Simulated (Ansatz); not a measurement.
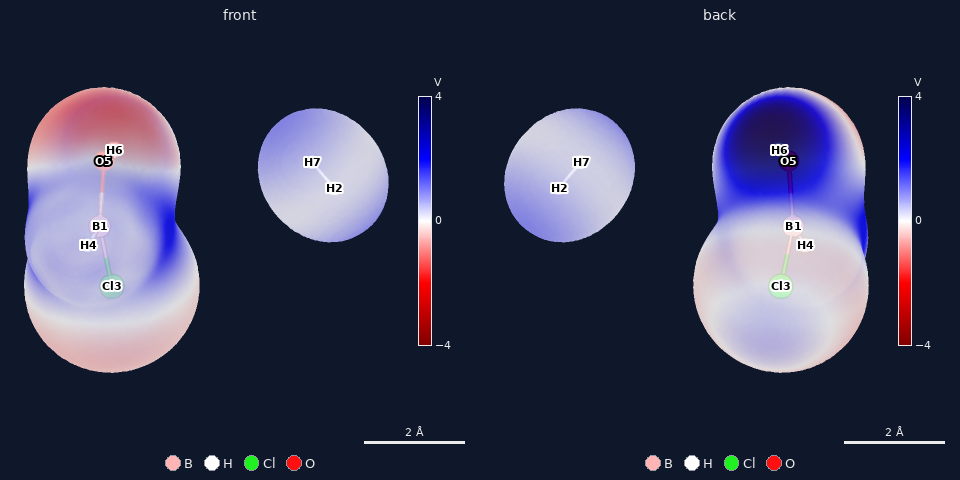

Figure 1: BClH₂O···H₂. The molecular electrostatic potential painted on the density surface at 0.004 e/bohr³, seen from the front and from behind; the colour scale runs from red (negative) to blue (positive).

Level of theory: Ansatz 0.2.0, RKS B3LYP/def2-mTZVP.

```yaml
atoms:
  - { symbol: B, position_ang: [0.3386, 0.8487, -0.9469] }
  - { symbol: H, position_ang: [-0.2737, -1.0562, 3.6837] }
  - { symbol: Cl, position_ang: [1.7662, -0.0514, -1.5309] }
  - { symbol: H, position_ang: [-0.7394, 0.4290, -1.1862] }
  - { symbol: O, position_ang: [0.4742, 1.9843, -0.2427] }
  - { symbol: H, position_ang: [1.3902, 2.2606, -0.0896] }
  - { symbol: H, position_ang: [-0.6961, -0.4509, 3.6110] }
```

### Which sites attract a positive test charge, and which a negative one?

A positive charge is drawn to the negative regions and a negative charge to the positive ones. The most negative region (about −1.1 V, or −25 kcal/mol for a unit charge) lies over O5, the most positive (about +3.9 V, or +90 kcal/mol for a unit charge) over H6. Cl3 shows a σ-hole: about +0.5 V, or +12 kcal/mol for a unit charge at the tip opposite its bond, against about −0.2 V on its flanks. O5 is the likeliest acceptor of a hydrogen bond.
